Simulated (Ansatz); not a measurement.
# GeH2O2 (SMILES [OH][Ge][OH]) at BLYP/def2-SVPD

What is the energy change on altering one bond length of GeH2O2 at BLYP/def2-SVPD? 

Program for the calculation: Ansatz 0.2.0.

51 further runs of the same task are left out: 51 set aside as unsound or not needed.

## Step 1: The structure to begin with

The species is GeH2O2 (5 atoms), meant as a singlet with charge 0. As SMILES, `[OH][Ge][OH]`. Geometry: relaxed at PBE0-D4/def2-TZVP. This is one conformer, not always the lowest.

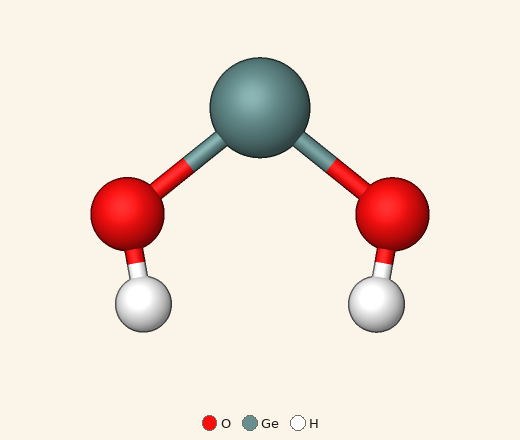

The structure, seen from a chosen angle (oxygen red, germanium teal, hydrogen white).

## Step 2: A single-point energy at BLYP/def2-SVPD

Input file run.yaml:

```yaml
crystal:
  periodic: [false, false, false]
  atoms:
    - symbol: O
      position_ang: [-1.341000, -0.099500, -0.377400]
    - symbol: Ge
      position_ang: [-0.316400, -0.895800, 0.855300]
    - symbol: O
      position_ang: [1.281900, -0.142300, 0.570200]
    - symbol: H
      position_ang: [-0.940900, 0.550800, -0.961500]
    - symbol: H
      position_ang: [1.366400, 0.513200, -0.127900]
basis:
  gaussian: {orbitals: def2-SVPD}
hamiltonian: {xc: {name: BLYP}}
accuracy: high
output: {orbitals: {seedname: orbitals}}
```

Command:

```bash
$ ansatz run run.yaml --threads 1 --pin off --max-ram 3480MiB --events-out events.jsonl --progress --plain --runs-dir runs
```

The log of the run:

```text
Warning: RAYON_NUM_THREADS=1 ignored (pool sized by the plan → 1); use --threads N
Functional definition: BLYP
  name "BLYP"
  parameter beta = 0.0042
  parameter a = 0.04918
  parameter b = 0.132
  parameter c = 0.2533
  parameter d = 0.349
  exchange = b88_x(beta = beta)
  correlation = lyp_c(a = a, b = b, c = c, d = d)
1915 factors; integrals over basis functions are off by at most 4.2e-9 eV
mean field evaluation 1: about -60622.6719 eV, gradient 9.2e1 eV
mean field evaluation 2: about -60508.3011 eV, gradient 2.3e2 eV
mean field evaluation 4: about -60637.3247 eV, gradient 8.6e0 eV
mean field evaluation 8: about -60637.5493 eV, gradient 1.6e-1 eV
mean field evaluation 16: about -60637.5494 eV, gradient 7.2e-6 eV
mean field -60637.54939531 eV, -2228.3888386706 hartree, gradient 2.7e-8 eV, S^2 0.000000; 0 other end points of the search recorded, 0 dependent functions left out
reference -60637.54943898 eV, -2228.3888402754 hartree; 25, 25 occupied and 75, 75 virtual orbitals, 1915 factors
Total energy: -60637.54943898 eV, -2228.3888402754 hartree
```

It took 3.3 s on 1 thread of Intel Xeon 6975P-C (Granite Rapids), shared host; peak memory 0.26 GiB.

## Step 3: The distorted shape at the same level

Input file run.yaml:

```yaml
crystal:
  periodic: [false, false, false]
  atoms:
    - {symbol: O, position_ang: [-1.353672, -0.197801, -0.272710]}
    - {symbol: Ge, position_ang: [-0.329072, -0.994101, 0.959990]}
    - {symbol: O, position_ang: [1.269228, -0.240601, 0.674890]}
    - {symbol: H, position_ang: [-0.953572, 0.452499, -0.856810]}
    - {symbol: H, position_ang: [1.366400, 0.513200, -0.127900]}
basis:
  gaussian:
    orbitals: def2-SVPD
output:
  orbitals: {seedname: orbitals}
hamiltonian:
  xc: {name: BLYP}
accuracy: high
```

Command:

```bash
$ ansatz run run.yaml --threads 1 --pin off --max-ram 3480MiB --events-out events.jsonl --progress --plain --runs-dir runs
```

The log of the run, shortened:

```text
Warning: RAYON_NUM_THREADS=1 ignored (pool sized by the plan → 1); use --threads N
[... 9 set-up lines as earlier in the session ...]
1921 factors; integrals over basis functions are off by at most 4.4e-9 eV
mean field evaluation 1: about -60622.5662 eV, gradient 9.1e1 eV
mean field evaluation 2: about -60506.5119 eV, gradient 2.3e2 eV
mean field evaluation 4: about -60635.6874 eV, gradient 2.8e1 eV
mean field evaluation 8: about -60637.2647 eV, gradient 3.6e-1 eV
mean field evaluation 16: about -60637.2650 eV, gradient 1.3e-5 eV
mean field -60637.26498186 eV, -2228.3783866689 hartree, gradient 7.8e-8 eV, S^2 0.000000; 0 other end points of the search recorded, 0 dependent functions left out
reference -60637.26502573 eV, -2228.3783882810 hartree; 25, 25 occupied and 75, 75 virtual orbitals, 1921 factors
Total energy: -60637.26502573 eV, -2228.3783882810 hartree
```

It took 3.3 s on 1 thread of Intel Xeon 6975P-C (Granite Rapids), shared host; peak memory 0.26 GiB.

## Step 4: Outcome

At BLYP/def2-SVPD:

| quantity | value |
| --- | --- |
| first shape: total energy | -2228.38884 Eh |
| first shape: HOMO energy | -6.85 eV |
| first shape: LUMO energy | -2.37 eV |
| first shape: HOMO–LUMO gap | 4.48 eV |
| distorted shape: total energy | -2228.37839 Eh |
| distorted shape: HOMO energy | -6.84 eV |
| distorted shape: LUMO energy | -2.34 eV |
| distorted shape: HOMO–LUMO gap | 4.50 eV |
| energy change with the O3–H5 bond stretched from 0.961 to 1.105 Å | 0.284 eV |

What this shows: With the O3–H5 bond stretched from 0.961 to 1.105 Å the energy rises by 0.28 eV (6.6 kcal/mol). The first shape isn't relaxed at this level, so the change isn't measured from a minimum.
